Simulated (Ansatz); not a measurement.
Input

```
crystal:
  periodic: [false, false, false]
  atoms:
    - {symbol: N, position_ang: [-0.618045, 0.812027, 0.709665]}
    - {symbol: Zr, position_ang: [0.370437, -0.523018, -0.432038]}
    - {symbol: F, position_ang: [1.625439, -1.442104, 0.667208]}
    - {symbol: F, position_ang: [-0.925668, -1.654275, -1.244680]}
    - {symbol: F, position_ang: [1.364745, 0.396720, -1.776684]}
    - {symbol: H, position_ang: [-1.603974, 1.026199, 0.638198]}
    - {symbol: H, position_ang: [-0.212934, 1.384460, 1.438332]}
basis:
  gaussian: {orbitals: def2-TZVPP}
hamiltonian: {xc: pbe0, dispersion: d4}
output: {orbitals: {seedname: orbitals}}
```

Command:

```sh
ansatz run in.yaml --threads 4 --pin off --events-out ev --progress --plain --max-ram 10444MiB
```

Geometry: PBE0-D4/def2-TZVP; core potentials replace the inner electrons of Zr.

Theory: RKS PBE0-D4/def2-TZVPP (Ansatz).

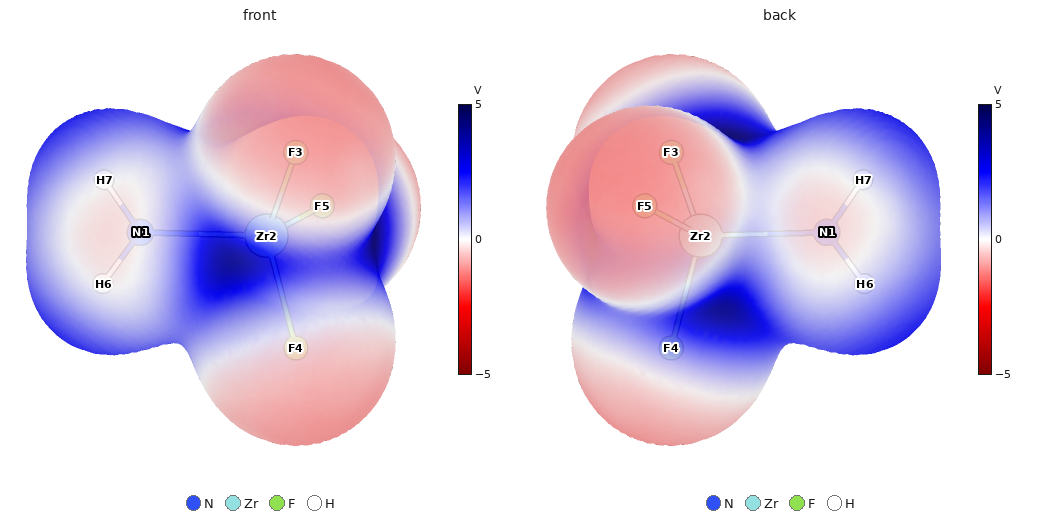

F₃H₂NZr (SMILES [NH2][Zr]([F])([F])[F]). The molecular electrostatic potential painted on the density surface at 0.002 e/bohr³, seen from the front and from behind; the colour scale runs from red (negative) to blue (positive).

Where is the surface potential most negative and most positive?

Answer. The most negative region (about −1.1 V, or −25 kcal/mol for a unit charge) lies over F5, the most positive (about +4.2 V, or +97 kcal/mol for a unit charge) over Zr2.
